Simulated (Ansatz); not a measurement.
**Squeezing and shearing Sr5P3BrO12 (P6_3/m) (84 atoms)**

How stiff is Sr5P3BrO12 (P6_3/m) (84 atoms), and how do its levels respond to strain?

Main program and level: Ansatz 0.2.0; Kohn-Sham DFT, r2SCAN, PAW (set soft_2), plane waves.

## 1. The starting structure

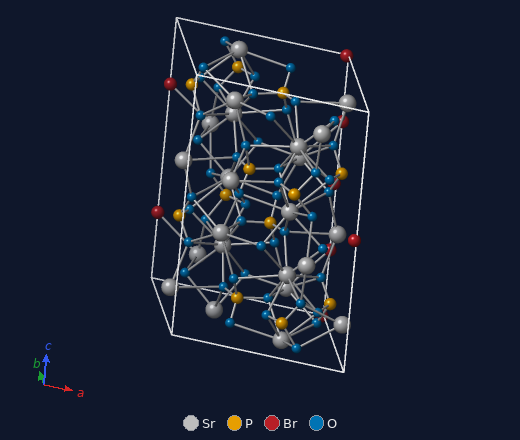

Start, viewed slightly off an axis; strontium light grey, phosphorus orange, bromine red, oxygen blue. Bonds to atoms that aren't drawn are left out. Some periodic images of atoms are drawn too.

The cell holds 84 atoms: 20 Sr, 12 P, 4 Br and 48 O. Its edges and angles: a = 9.972 Å, b = 9.972 Å, c = 14.428 Å, α = 90.0°, β = 90.0°, γ = 120.0°. It derives from Sr5P3BrO12 (P6_3/m), repeated 1×1×2. Sr5P3BrO12, space group P6_3/m, structure from the Crystallography Open Database, 1 x 1 x 2 conventional cells; every coordinate displaced by a Gaussian of 0.06 Å.

What the set-up can't give: Sampling is at Γ alone.

## 2. Single point at the start

The forces at the start show how far the geometry lies from a minimum of this functional.

input.yaml reads:

```yaml
crystal:
  lattice:
    - [9.972, 0.0, 0.0]
    - [-4.986, 8.63601, 0.0]
    - [0.0, 0.0, 14.428]
  atoms:
    - { symbol: Sr, position: [0.3249, 0.66148, 0.99815] }
    - { symbol: Sr, position: [0.67454, 0.3457, 0.25128] }
    - { symbol: Sr, position: [0.65189, 0.3221, 0.4963] }
    - { symbol: Sr, position: [0.33868, 0.66095, 0.24942] }
    - { symbol: Sr, position: [0.24869, 0.98925, 0.12748] }
    - { symbol: Sr, position: [0.00363, 0.26431, 0.12552] }
    - { symbol: Sr, position: [0.73514, 0.74605, 0.12232] }
    - { symbol: Sr, position: [0.73116, 0.01374, 0.368] }
    - { symbol: Sr, position: [0.99454, 0.72388, 0.3706] }
    - { symbol: Sr, position: [0.26337, 0.26118, 0.37332] }
    - { symbol: P, position: [0.4053, 0.36402, 0.12083] }
    - { symbol: P, position: [0.62577, 0.03262, 0.12747] }
    - { symbol: P, position: [0.97246, 0.59707, 0.12763] }
    - { symbol: P, position: [0.59108, 0.62354, 0.37869] }
    - { symbol: P, position: [0.37454, 0.97258, 0.37835] }
    - { symbol: P, position: [0.03817, 0.40816, 0.37493] }
    - { symbol: Br, position: [0.98882, 0.99213, 0.99778] }
    - { symbol: Br, position: [0.99861, 0.98775, 0.25365] }
    - { symbol: O, position: [0.33975, 0.49111, 0.12549] }
    - { symbol: O, position: [0.51177, 0.86106, 0.11783] }
    - { symbol: O, position: [0.13645, 0.64718, 0.11656] }
    - { symbol: O, position: [0.66296, 0.52381, 0.37742] }
    - { symbol: O, position: [0.48165, 0.13978, 0.37994] }
    - { symbol: O, position: [0.86349, 0.34588, 0.37922] }
    - { symbol: O, position: [0.59652, 0.46887, 0.12441] }
    - { symbol: O, position: [0.54712, 0.12914, 0.1264] }
    - { symbol: O, position: [0.87951, 0.40989, 0.12205] }
    - { symbol: O, position: [0.41379, 0.5384, 0.3783] }
    - { symbol: O, position: [0.48026, 0.89542, 0.37456] }
    - { symbol: O, position: [0.11642, 0.57489, 0.37305] }
    - { symbol: O, position: [0.36496, 0.27052, 0.03896] }
    - { symbol: O, position: [0.73076, 0.09169, 0.0331] }
    - { symbol: O, position: [0.91091, 0.63522, 0.03714] }
    - { symbol: O, position: [0.64181, 0.72579, 0.28837] }
    - { symbol: O, position: [0.26145, 0.90227, 0.28224] }
    - { symbol: O, position: [0.09974, 0.36955, 0.28956] }
    - { symbol: O, position: [0.6304, 0.72813, 0.46644] }
    - { symbol: O, position: [0.2674, 0.90882, 0.46] }
    - { symbol: O, position: [0.08997, 0.35057, 0.46588] }
    - { symbol: O, position: [0.36237, 0.27486, 0.20771] }
    - { symbol: O, position: [0.72882, 0.08077, 0.20783] }
    - { symbol: O, position: [0.91273, 0.64568, 0.20985] }
    - { symbol: Sr, position: [0.33821, 0.66729, 0.50747] }
    - { symbol: Sr, position: [0.66874, 0.33784, 0.74528] }
    - { symbol: Sr, position: [0.6761, 0.33826, 0.00278] }
    - { symbol: Sr, position: [0.33005, 0.66822, 0.75203] }
    - { symbol: Sr, position: [0.25198, 0.00119, 0.62844] }
    - { symbol: Sr, position: [0.01052, 0.26307, 0.61466] }
    - { symbol: Sr, position: [0.7418, 0.74827, 0.62546] }
    - { symbol: Sr, position: [0.74876, 0.01972, 0.87608] }
    - { symbol: Sr, position: [0.98057, 0.72838, 0.87168] }
    - { symbol: Sr, position: [0.26848, 0.25668, 0.88416] }
    - { symbol: P, position: [0.40533, 0.36864, 0.61529] }
    - { symbol: P, position: [0.62356, 0.01779, 0.6257] }
    - { symbol: P, position: [0.96811, 0.60408, 0.62678] }
    - { symbol: P, position: [0.59374, 0.62292, 0.87894] }
    - { symbol: P, position: [0.37121, 0.95224, 0.87403] }
    - { symbol: P, position: [0.03735, 0.40426, 0.8791] }
    - { symbol: Br, position: [0.98837, 0.99907, 0.50573] }
    - { symbol: Br, position: [0.0008, 0.99118, 0.7465] }
    - { symbol: O, position: [0.3433, 0.47823, 0.62742] }
    - { symbol: O, position: [0.51455, 0.863, 0.62507] }
    - { symbol: O, position: [0.13866, 0.65297, 0.62575] }
    - { symbol: O, position: [0.65316, 0.51948, 0.87663] }
    - { symbol: O, position: [0.46256, 0.12822, 0.87817] }
    - { symbol: O, position: [0.85993, 0.34281, 0.87163] }
    - { symbol: O, position: [0.58664, 0.46167, 0.62231] }
    - { symbol: O, position: [0.54473, 0.13039, 0.63583] }
    - { symbol: O, position: [0.87503, 0.41601, 0.6307] }
    - { symbol: O, position: [0.40696, 0.52427, 0.86998] }
    - { symbol: O, position: [0.46128, 0.8741, 0.8677] }
    - { symbol: O, position: [0.10711, 0.57893, 0.8782] }
    - { symbol: O, position: [0.34539, 0.26667, 0.53509] }
    - { symbol: O, position: [0.75171, 0.11058, 0.53844] }
    - { symbol: O, position: [0.91019, 0.64608, 0.53844] }
    - { symbol: O, position: [0.63921, 0.73307, 0.79681] }
    - { symbol: O, position: [0.26344, 0.90961, 0.78894] }
    - { symbol: O, position: [0.09633, 0.35626, 0.77898] }
    - { symbol: O, position: [0.63743, 0.72034, 0.9599] }
    - { symbol: O, position: [0.27512, 0.90197, 0.97034] }
    - { symbol: O, position: [0.08618, 0.35146, 0.96308] }
    - { symbol: O, position: [0.35729, 0.27149, 0.71944] }
    - { symbol: O, position: [0.74379, 0.08708, 0.7118] }
    - { symbol: O, position: [0.91167, 0.64963, 0.71611] }
kpoints:
  mp_grid: { grid: [1, 1, 1] }
hamiltonian:
  xc: r2scan
scf:
  occupations: { method: gaussian, width: 0.05 }
output:
  forces: true
```

Started as:

```sh
$ ansatz run input.yaml --threads 4 --pin off --max-ram 8192MiB --backend cpu --events-out ev --progress --plain --runs-dir out
```

Numbers of over 12 decimals in the logs are rounded to 6 here.

What it wrote:

```text
[...]
Pseudopotentials: kind: paw
Pseudopotential: Sr, paw, valence charge 10, recommended cutoff 500 eV (meta_gga), Sr.paw.azcp
Pseudopotential: P, paw, valence charge 5, recommended cutoff 500 eV (meta_gga), P.paw.azcp
Pseudopotential: Br, paw, valence charge 7, recommended cutoff 500 eV (meta_gga), Br.paw.azcp
Pseudopotential: O, paw, valence charge 6, recommended cutoff 500 eV (meta_gga), O.paw.azcp
[... 6 lines on functional and potentials left out ...]
Crystal: 84 atoms, lattice volume = 1242.515 Å³
Basis set: ecut = 500 eV, 31505 PW (Γ), exchange–correlation on 300×300×432 points (64 copies of the dense FFT grid, shifted against one another)
Bands: 372, of which v1, the nominal top of the filled ones, is band 288 counted from 1 (287 counted from 0)
Symmetry: 1 space group operations
Space group: P1 (ITA 1), of the structure as read, at distance tolerance 1.1e-4 Å
k-points: 1
[... 13 lines on functional and potentials left out ...]
Initial density: superposition of atomic densities (neutral atoms: chi_scale 0, normalization atom), corrected by the library's trained network
Initial wavefunctions: pseudopotential atomic-orbital guess
[...]
SCF iter   1: F=—  HF=-118801.235688 eV  |F-HF|=—  |Δ(HF+E_count)|=         —  Δρ=7.43e-3  dr2=7.37e-1  dr2_τ=6.42e0  ethr=1.77e-3  ⟨swp⟩=9.0  Hψ=2149  notcnv=0  defer=66
preconditioner: auto → Resta (q_TF=auto, 2.400 Å⁻¹)  ε∞=3.1  [insulator: Δε(μ)=5.045 eV  Ē_g=16.908 eV  σ=0.050 eV  W_gap=1.00  n_scr=298 (ndim 8)  ℏωp=24.4 eV  f_vac=0.008  D(μ)=0.00/eV (n_scr^D=0)  ε∞_Penn≈3.1]
SCF iter   2: F=—  HF=-118803.435367 eV  |F-HF|=—  |Δ(HF+E_count)|=    2.20e0  Δρ=4.39e-3  dr2=1.37e-1  dr2_τ=2.08e-2  ethr=1.28e-4  ⟨swp⟩=3.0  Hψ=714  notcnv=0  defer=75
SCF iter   3: F=—  HF=-118803.419961 eV  |F-HF|=—  |Δ(HF+E_count)|=   1.54e-2  Δρ=1.20e-3  dr2=1.46e-2  dr2_τ=2.72e-3  ethr=2.38e-5  ⟨swp⟩=2.0  Hψ=453  notcnv=0  defer=36
automatic band count: iteration 3 solves 333 bands in place of 372: the levels show a gap, and the empty bands left out lie too high to hold charge; the band table lists the bands solved (type scf.n_extra_bands for more)
SCF iter   4: F=—  HF=-118803.419691 eV  |F-HF|=—  |Δ(HF+E_count)|=   2.71e-4  Δρ=4.40e-4  dr2=1.70e-3  dr2_τ=3.46e-4  ethr=2.53e-6  ⟨swp⟩=2.0  Hψ=565  notcnv=0  defer=36
SCF iter   5: F=—  HF=-118803.419588 eV  |F-HF|=—  |Δ(HF+E_count)|=   1.03e-4  Δρ=1.70e-4  dr2=2.57e-4  dr2_τ=4.70e-5  ethr=2.95e-7  ⟨swp⟩=3.0  Hψ=611  notcnv=0  defer=36
SCF iter   6: F=—  HF=-118803.419632 eV  |F-HF|=—  |Δ(HF+E_count)|=   4.42e-5  Δρ=3.81e-5  dr2=1.68e-5  dr2_τ=3.65e-6  ethr=4.46e-8  ⟨swp⟩=3.0  Hψ=585  notcnv=0  defer=36
SCF iter   7: F=—  HF=-118803.422690 eV  |F-HF|=—  |Δ(HF+E_count)|=   3.06e-3  Δρ=1.78e-5  dr2=3.07e-6  dr2_τ=4.69e-7  ethr=2.92e-9  ⟨swp⟩=3.0  Hψ=650  notcnv=0  defer=36
SCF iter   8: F=—  HF=-118803.422690 eV  |F-HF|=—  |Δ(HF+E_count)|=   2.96e-7  Δρ=6.35e-6  dr2=4.30e-7  dr2_τ=7.74e-8  ethr=5.34e-10  ⟨swp⟩=3.0  Hψ=615  notcnv=0  defer=36
SCF iter   9: F=-118803.422690 eV  HF=-118803.422690 eV  |F-HF|=1.40e-9  |Δ(HF+E_count)|=   5.60e-8  Δρ=1.57e-6  dr2=3.13e-8  dr2_τ=4.00e-9  ethr=1.74e-11  ⟨swp⟩=5.0  Hψ=1290  notcnv=0
SCF 1 converged in 9 iterations: F = -118803.422690 eV  dr2 = 3.13e-8
[...]
SCF converged after 9 iterations
Free energy (F): -118803.422690 eV
Harris-Foulkes:  -118803.422690 eV  (|F-HF|=1.40e-9)
Internal energy: -118803.422690 eV  (E = F + TS)
E sigma→0 (E₀):  -118803.422690 eV
Fermi energy:    8.873440 eV
--- Per-component energies (eV) ---
[...]
Σ components = -118803.422690   (vs F -118803.422690, Δ=0.00e0)
--- Forces (eV/Å), atoms counted from 1 ---
  atom   1  Sr     0.38895305     0.27759643    -0.14662674
  atom   2  Sr    -0.01760096    -0.14126624    -0.67324370
  atom   3  Sr     1.30289910     0.47616990     1.49065753
  atom   4  Sr    -0.15086242     0.40718640    -0.09160434
[...]
atom  84  O      0.40326194     0.00143346    -1.63596418
  max |Σ_I F_I| component: 3.50e-5 eV/Å
```

It took 32 s on 4 threads of Arm Neoverse V2, shared host; peak memory 3.5 GiB.

The r.m.s. force at the start is 2.4 eV/Å.

## 3. Cell and atoms relaxed

The cell is relaxed with the atoms, since the starting lattice needn't suit this functional.

input.yaml reads:

```yaml
crystal:
  lattice:
    - [9.972, 0.0, 0.0]
    - [-4.986, 8.63601, 0.0]
    - [0.0, 0.0, 14.428]
  atoms:
    [... the 84 atom lines of step 2 ...]
kpoints:
  mp_grid: { grid: [1, 1, 1] }
hamiltonian:
  xc: r2scan
scf:
  occupations: { method: gaussian, width: 0.05 }
output:
  forces: true
relax:
  f_tol: 0.05
  max_steps: 150
  cell: {}
```

What it wrote:

```text
[...]
Crystal: 84 atoms, lattice volume = 1242.515 Å³
Basis set: ecut = 500 eV, 31505 PW (Γ), exchange–correlation on 300×300×432 points (64 copies of the dense FFT grid, shifted against one another)
Bands: 372, of which v1, the nominal top of the filled ones, is band 288 counted from 1 (287 counted from 0)
Symmetry: 1 space group operations
[...]
k-points: 1
[...]
SCF iter   1: F=—  HF=-118801.235686 eV  |F-HF|=—  |Δ(HF+E_count)|=         —  Δρ=7.43e-3  dr2=7.37e-1  dr2_τ=6.42e0  ethr=1.77e-3  ⟨swp⟩=9.0  Hψ=2149  notcnv=0  defer=66
[...]
SCF iter   9: F=-118803.422690 eV  HF=-118803.422690 eV  |F-HF|=1.41e-9  |Δ(HF+E_count)|=   5.61e-8  Δρ=1.57e-6  dr2=3.13e-8  dr2_τ=4.01e-9  ethr=1.74e-11  ⟨swp⟩=5.0  Hψ=1290  notcnv=0
SCF 1 converged in 9 iterations: F = -118803.422690 eV  dr2 = 3.13e-8
[...]
relax step   1: F+E_penalty+E_count = -118803.42269013 eV  Δ(F+E_penalty+E_count) = +0.000e0 eV  max|allowed force component| = 1.786e1 eV/Å  Δτ_max = 0.0000 Å  P = +2.701 GPa  Ω = 1242.515 Å³  (9 SCF iters, dr2 threshold 1.00e-7 eV, accepted)
[...]
relax step   2: F+E_penalty+E_count = -118809.98416765 eV  Δ(F+E_penalty+E_count) = -6.561e0 eV  max|allowed force component| = 9.368e0 eV/Å  Δτ_max = 0.1949 Å  P = +0.447 GPa  Ω = 1251.319 Å³  energy of the carried Pulay correction = -3.194e-3 eV  (7 SCF iters, dr2 threshold 8.40e-6 eV, accepted)
[...]
relax step   3: F+E_penalty+E_count = -118813.20726879 eV  Δ(F+E_penalty+E_count) = -3.223e0 eV  max|allowed force component| = 3.440e-1 eV/Å  Δτ_max = 0.2000 Å  P = -0.101 GPa  Ω = 1249.466 Å³  energy of the carried Pulay correction = -2.524e-3 eV  (8 SCF iters, dr2 threshold 8.40e-6 eV, accepted)
[...]
relax step   4: F+E_penalty+E_count = -118813.35948958 eV  Δ(F+E_penalty+E_count) = -1.522e-1 eV  max|allowed force component| = 4.840e-2 eV/Å  Δτ_max = 0.1602 Å  P = +0.040 GPa  Ω = 1246.426 Å³  energy of the carried Pulay correction = -1.422e-3 eV  (7 SCF iters, dr2 threshold 7.40e-6 eV, accepted)
[...]
relax step   5: F+E_penalty+E_count = -118813.36211524 eV  Δ(F+E_penalty+E_count) = -2.626e-3 eV  max|allowed force component| = 3.382e-3 eV/Å  Δτ_max = 0.0166 Å  P = -0.003 GPa  Ω = 1246.901 Å³  energy of the carried Pulay correction = -1.594e-3 eV  (8 SCF iters, dr2 threshold 4.62e-8 eV, accepted)
[...]
relax step   6: F+E_penalty+E_count = -118813.36349799 eV  Δ(F+E_penalty+E_count) = -1.383e-3 eV  max|allowed force component| = 3.388e-3 eV/Å  Δτ_max = 0.0000 Å  P = -0.005 GPa  Ω = 1246.901 Å³  stress off target by 2.19e-2 GPa  SCF on the basis re-selected at this cell (its energy is not comparable with the rows above)  (6 SCF iters)
basis re-selected at this cell: Δ(F+E_penalty+E_count) = -1.383e-3 eV, ΔP = -0.002 GPa vs the last step (what re-selecting the basis moved, of the pressure what is left beyond the Pulay correction that the steps carried, after the strain that the cell walked since its last selection, [...]
SCF converged after 6 iterations
Free energy (F): -118813.363498 eV
[...]
Internal energy: -118813.363498 eV  (E = F + TS)
E sigma→0 (E₀):  -118813.363498 eV
Fermi energy:    8.583745 eV
[...]
Σ components = -118813.363498   (vs F -118813.363498, Δ=0.00e0)
--- Forces (eV/Å), atoms counted from 1 ---
  atom   1  Sr    -0.00068625     0.00003976    -0.00150192
  atom   2  Sr    -0.00192506     0.00074954    -0.00108924
  atom   3  Sr     0.00034790    -0.00022149     0.00244703
  atom   4  Sr    -0.00028099    -0.00200538     0.00246066
[...]
atom  84  O     -0.00082373     0.00107800     0.00214652
  max |Σ_I F_I| component: 9.76e-5 eV/Å
--- Stress (GPa, compression-positive) ---
       -0.003551      -0.015592       0.001159
       -0.015592      -0.007613       0.003583
        0.001159       0.003583      -0.002953
  P = ⅓ Tr σ = -0.0047 GPa (-0.047 kbar)
--- Relaxed structure (5 steps of the walk, 5 accepted, 1 SCFs on fresh bases) ---
  F+E_penalty+E_count = -118813.36349799 eV   max|allowed force component| = 3.388e-3 eV/Å   (the final SCF, on the basis selected at the relaxed cell)
  cell:  # Å, volume = 1246.9008 Å³
    - [9.995539, 0.00190074, -0.000387343]
    - [-4.996124, 8.655764, -0.000107872]
    - [-0.000560428, -0.000503782, 14.410287]
  atoms:
    - { symbol: Sr, position: [0.332957, 0.665972, 1.001127] }
    - { symbol: Sr, position: [0.666411, 0.332584, 0.251148] }
    - { symbol: Sr, position: [0.666304, 0.332667, 0.499145] }
    - { symbol: Sr, position: [0.333081, 0.666087, 0.249110] }
[...]
- { symbol: O, position: [0.908889, 0.639856, 0.712018] }
```

The job ended after 3 min (4 threads; peak memory 3.5 GiB).

The relaxation converged after 5 steps, with a largest force component of 0.0034 eV/Å.

## 4. Single point at the relaxed geometry

The electronic structure is read at the final geometry, in a run of its own.

input.yaml reads:

```yaml
crystal:
  lattice:
    - [9.99554, 0.0019, -0.00039]
    - [-4.99612, 8.65576, -0.00011]
    - [-0.00056, -0.0005, 14.41029]
  atoms:
    - { symbol: Sr, position: [0.33296, 0.66597, 0.00113] }
    - { symbol: Sr, position: [0.66641, 0.33258, 0.25115] }
    - { symbol: Sr, position: [0.6663, 0.33267, 0.49915] }
    - { symbol: Sr, position: [0.33308, 0.66609, 0.24911] }
    - { symbol: Sr, position: [0.25633, 0.99253, 0.12514] }
    - { symbol: Sr, position: [0.00647, 0.26277, 0.12516] }
    [... 72 atom lines left out ...]
    - { symbol: O, position: [0.64011, 0.73044, 0.96204] }
    - { symbol: O, position: [0.26848, 0.90861, 0.96207] }
    - { symbol: O, position: [0.09024, 0.35881, 0.9621] }
    - { symbol: O, position: [0.35905, 0.26809, 0.71204] }
    - { symbol: O, position: [0.73074, 0.08985, 0.71208] }
    - { symbol: O, position: [0.90889, 0.63986, 0.71202] }
kpoints:
  mp_grid: { grid: [1, 1, 1] }
hamiltonian:
  xc: r2scan
scf:
  occupations: { method: gaussian, width: 0.05 }
output:
  forces: true
  stress: true
  populations: intrinsic
  dos:
    method: { smearing: { sigma: 0.08 } }
    de: 0.1
    projected: { site_lists: { Br: [Br], O: [O], P: [P], Sr: [Sr] } }
  eigenvalues: true
  write_density: true
  write_potential: true
  volumetric_format: npy
  elf: true
```

What it wrote:

```text
[...]
Crystal: 84 atoms, lattice volume = 1246.901 Å³
Basis set: ecut = 500 eV, 31601 PW (Γ), exchange–correlation on 300×300×432 points (64 copies of the dense FFT grid, shifted against one another)
Bands: 372, of which v1, the nominal top of the filled ones, is band 288 counted from 1 (287 counted from 0)
Symmetry: 1 space group operations
[...]
k-points: 1
[...]
SCF iter   1: F=—  HF=-118811.181944 eV  |F-HF|=—  |Δ(HF+E_count)|=         —  Δρ=7.33e-3  dr2=6.98e-1  dr2_τ=6.04e0  ethr=1.77e-3  ⟨swp⟩=12.0  Hψ=2549  notcnv=0  defer=15
[...]
SCF iter   9: F=-118813.363494 eV  HF=-118813.363494 eV  |F-HF|=7.19e-9  |Δ(HF+E_count)|=   3.45e-8  Δρ=1.28e-6  dr2=1.95e-8  dr2_τ=1.97e-9  ethr=1.74e-11  ⟨swp⟩=25.0  Hψ=4265  notcnv=0
SCF 1 converged in 9 iterations: F = -118813.363494 eV  dr2 = 1.95e-8
[...]
SCF converged after 9 iterations
Free energy (F): -118813.363494 eV
[...]
Internal energy: -118813.363494 eV  (E = F + TS)
E sigma→0 (E₀):  -118813.363494 eV
Fermi energy:    8.583743 eV
[...]
--- Forces (eV/Å), atoms counted from 1 ---
  atom   1  Sr    -0.00119920     0.00011773    -0.00207973
  atom   2  Sr    -0.00184187     0.00106242    -0.00102412
  atom   3  Sr     0.00045298    -0.00019154     0.00144546
  atom   4  Sr    -0.00060744    -0.00220802     0.00241489
  atom   5  Sr     0.00238029    -0.00048928    -0.00012398
  atom   6  Sr    -0.00050328     0.00265015    -0.00018155
  atom   7  Sr    -0.00180955    -0.00072999     0.00152304
  atom   8  Sr    -0.00122565     0.00069150    -0.00008915
  atom   9  Sr    -0.00183162    -0.00176387     0.00010477
  atom  10  Sr     0.00112262    -0.00012196     0.00146626
  atom  11  P      0.00094682    -0.00334128     0.00079638
  atom  12  P      0.00149446    -0.00001909    -0.00302817
  atom  13  P      0.00628737    -0.00305562     0.00337374
  atom  14  P      0.00439237    -0.00546303     0.00316570
[...]
atom  83  O     -0.00015438     0.00039027    -0.00176517
  atom  84  O     -0.00051046     0.00035526     0.00224251
  max |Σ_I F_I| component: 9.13e-5 eV/Å
--- Stress (GPa, compression-positive) ---
       -0.004052      -0.016080       0.000897
       -0.016080      -0.007616       0.003529
        0.000897       0.003529      -0.003721
  P = ⅓ Tr σ = -0.0051 GPa (-0.051 kbar)
--- Band table (eV) ---
[...]
--- intrinsic populations: 84 sites ---
  site symbol       q [e]
     0     Sr      8.2625
     1     Sr      8.2625
     2     Sr      8.2625
[...]
83      O      7.1833
  spilling = 0.000000 (of n_electrons = 576.000000)
```

Elapsed: 47 s, on 4 threads; peak memory 3.5 GiB.

Numbers from this run:

| Item | Value |
| --- | --- |
| free energy | -118813.3635 eV |
| free energy per atom | -1414.4448 eV/atom |
| SCF cycles | 9 |
| pressure | -0.00513 GPa |
| r.m.s. force component | 0.00193 eV/Å |
| longest force | 0.0078 eV/Å |
| Fermi energy | 8.584 eV |
| gap (highest filled to lowest empty level) | 5.9 eV |

[end of part 1 of 3]

[Logs are printed without paths, hosts, clocks, repeated set-up lines and the standing remarks that a program may print on its own settings, such as how far it seeks lower states.]

[Hosts, paths, dates, database ids (printed as entryN), source tags and the programs' standing remarks are cut or masked in the printed files.]
